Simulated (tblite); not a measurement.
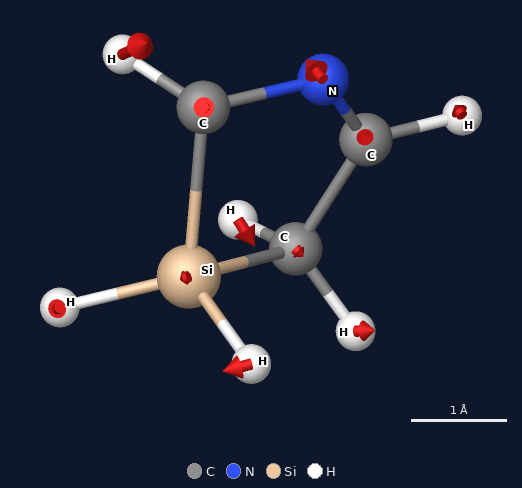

This is a relaxation of C₃H₆NSi (multiplicity 2). The starting structure is drawn; red arrows show the displacements, at their true length. The two geometries are superimposed by the best rigid fit.

The picture is a ball-and-stick view, seen at a tilt.

Level of theory: GFN2-xTB geometry optimisation, gas phase (tblite). 

Question: Atoms of which element are displaced furthest, and by how much?

Answer: Hydrogen: up to 0.85 Å, against 0.37 Å for nitrogen.

Question: What did the optimiser do to the structure, and how much energy did it gain?

Answer: The energy falls by 120.8 kJ/mol in 59 geometry steps. An H atom moves most after the best rigid fit: 0.85 Å. Largest moves by element: H 0.85 Å, N 0.37 Å, C 0.24 Å, Si 0.11 Å. Some distances before and after: C–N 1.426 → 1.326 Å, C–N 1.203 → 1.299 Å, C–H 1.141 → 1.079 Å, C–Si 1.876 → 1.924 Å. Among the angles between lasting bonds that change: Si–C–H 106.0° → 130.6°, N–C–Si 97.5° → 112.6°, C–N–C 122.8° → 115.8°.
